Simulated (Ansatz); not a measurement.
InSb under a change: 5 layers

Consider InSb in the zinc blende structure (space group F-43m, No. 216; a = 6.520 Å). Axes: x, y, z lie along the cube axes.

It is then changed as follows: a free-standing slab of 5 layers (10 atoms, 2 a layer) is cut normal to [110], with 15 Å of vacuum and the in-plane cell held at bulk.

Method: plane-wave PAW DFT at the PBEsol level (Ansatz, a quantum-chemistry and plane-wave program, 420 eV), no spin-orbit coupling, earlier PAW set. Γ-centred 10×7×1 mesh, Fermi–Dirac width 0.05 eV, for the changed cell.

- Layer's space group (with vacuum): Pmm2 (No. 25)
- Shortest interatomic distance: 2.793 Å (base 2.823 Å)
- Band gap: 0.56 eV (base zero)
- Gap character: indirect, Γ → U
- Valence-band top at Γ (three highest levels, from the VBM): 0.00, -0.31, -0.53 eV
- Excess energy per area of both faces (slab less bulk energy over the cell's area: twice a surface energy): 0.89 J/m² (uncertain by up to 0.05 J/m²)
- Change of the spacing d23 from its bulk value of 2.305 Å: +1.3 %

Final structure:

```
CELL_PARAMETERS angstrom
      4.61018     0.00000     0.00000
      0.00000     6.51978     0.00000
      0.00000     0.00000    24.22036
ATOMIC_POSITIONS crystal
  Sb 0.75000 0.51557 0.29825
  In 0.25000 0.30622 0.33276
  Sb 0.25000 0.97433 0.40569
  In 0.75000 0.72188 0.40142
  Sb 0.75000 0.48384 0.50000
  In 0.25000 0.23016 0.50000
  Sb 0.25000 0.97433 0.59431
  In 0.75000 0.72188 0.59858
  Sb 0.75000 0.51557 0.70175
  In 0.25000 0.30622 0.66724
```

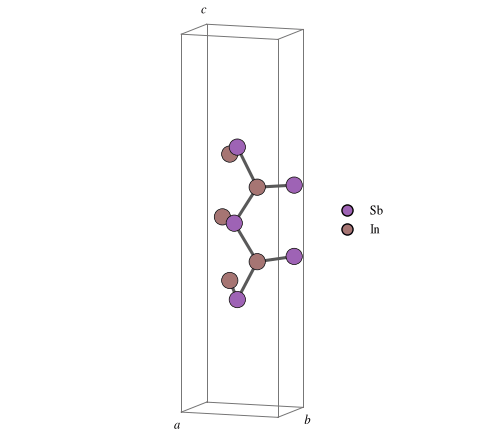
Figure. The relaxed cell after the change

The excess energy carries the mismatch between the slab's and the bulk's meshes. With Sb present, leaving out spin-orbit coupling can change the band edges. Whether these cells are dynamically stable was not tested. The final runs are not spin-polarised. The zero or small gap of InSb can change with the level of theory. k-point labels follow each cell's own Brillouin zone.
